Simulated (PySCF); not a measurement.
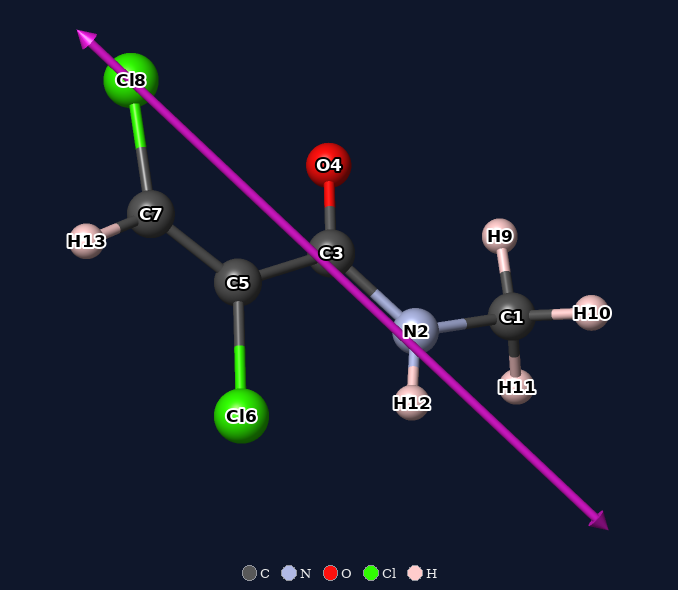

The double arrow shows the direction of the transition dipole to excited singlet state 2 (its length means nothing). The computed structure is the end point of a GFN2-xTB optimisation. No frequency run is at hand to confirm it as a minimum. Properties computed with TDDFT ωB97X-D/def2-SVPD, vertical, gas phase, core orbitals frozen in the response (PySCF 2.14.0).

Question. How is the transition polarised?

Answer. Nearly parallel to the C5–C7 bond.

Question. Where does the transition lie, and how strong is it?

Answer. 5.51 eV (225 nm), oscillator strength 0.30, mainly HOMO → LUMO (weight 0.93); transition dipole 3.81 D.
